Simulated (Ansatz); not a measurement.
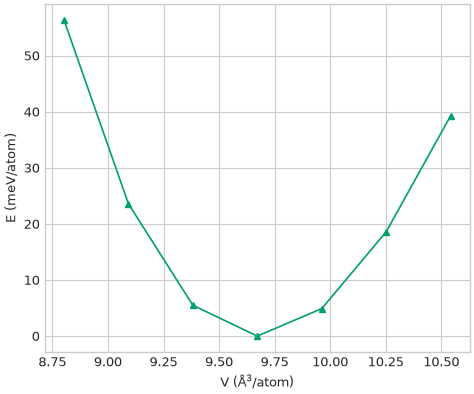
Fig. 1. MgTiNO in space group P4/nmm (No. 129; Ti on 2c, N on 2c, Mg on 2c, O on 2c) under volume change, the program Ansatz at the PBE level (PAW), shape and atoms relaxed at each volume.

### Question
What does a third-order Birch–Murnaghan fit give for V₀, B₀ and B′?

### Answer
V₀ = 9.67 Å³/atom, B₀ = 190 GPa, B′ = 5.0.

The start of the workflow was typed in or built on a structure type; neither database checked (COD, Materials Project) lists it. Whether it is the stable phase at ambient conditions was not checked. The PBE relaxation kept the symmetry of its start; whether a distortion lowers the energy is not shown. The workflow began spin-polarised and lost its moments.

Potentials: the earlier of the program's two PAW sets.
